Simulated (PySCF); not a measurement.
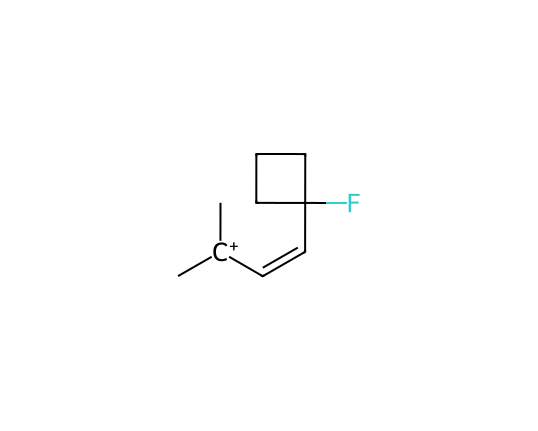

The species has charge +1 and is a spin singlet. The geometry was computed by an optimisation with GFN2-xTB. No frequency run is at hand to confirm it as a minimum. Properties computed with PBE0/pcSseg-1, gas phase (PySCF 2.14.0).

**Estimate the HOMO energy (Kohn–Sham orbital).**

−12.52 eV.

**Give the HOMO–LUMO gap at this level.**

4.37 eV.
